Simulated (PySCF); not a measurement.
C2H10NSi4 (SMILES [SiH3]C#C[SiH]N([SiH3])[SiH3]) (doublet)

Input

```
{"job": {"kind": "epr", "basis": "pcH-1"}, "charge": 0, "multiplicity": 2}
Si     4.094552    -0.127054     0.724455
C      2.415600    -0.027575    -0.022177
C      1.292301    -0.040077    -0.503309
Si    -0.346807     0.250384    -1.234459
N     -1.694495     0.171316    -0.125527
Si    -2.495338    -1.338551     0.211024
Si    -1.964342     1.540504     0.920779
H      4.108412    -1.178715     1.749158
H      4.439963     1.159179     1.341524
H      5.045912    -0.446696    -0.344678
H     -0.667592    -0.465235    -2.464073
H     -3.924718    -1.055971     0.320603
H     -2.217476    -2.221817    -0.920622
H     -1.976466    -1.924326     1.448344
H     -1.113351     1.460259     2.110213
H     -1.628586     2.718212     0.120779
H     -3.374568     1.538193     1.307518
```

Launched as:

```sh
OMP_NUM_THREADS=1 python probes_run.py task.json out
```

Geometry: GFN2-xTB.

Level of theory: UKS B3LYP, pcH-1 on C H N Si, non-relativistic, mean-field spin-orbit, GIAO (PySCF).

> What can the converged electron density, electron localisation function and spin density tell about the bonding?

C–C (1.22 Å): the density is about 2.3 e/Å³ at the midpoint; the ELF peaks at about 0.90 between the atoms; a multiple bond.
C–Si (1.82 Å): ρ at the midpoint is about 0.96 e/Å³; the ELF peaks at about 0.95 between the atoms; a shared electron pair.
Si–H (1.47 Å): ρ is about 0.87 e/Å³ halfway; the ELF is about 1 at the midpoint; a covalent bond by its length.
The unpaired spin (1 electron) lies mostly on Si4 (about 0.7) and C2 (about 0.1), in electrons by Hirshfeld's partition.

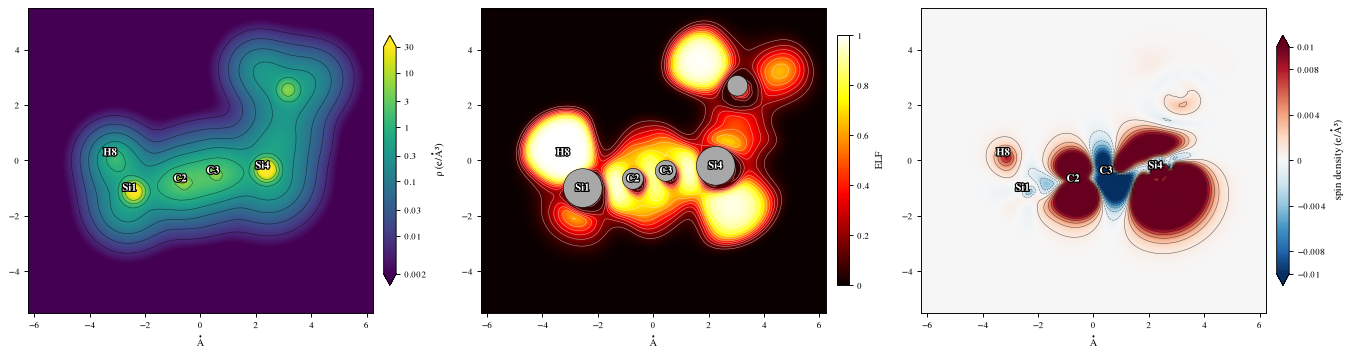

Computed electron density, electron localisation function and spin density on the plane of atoms C2, Si1 and H8, in this order. Grey discs cover the atomic cores in the ELF map. 
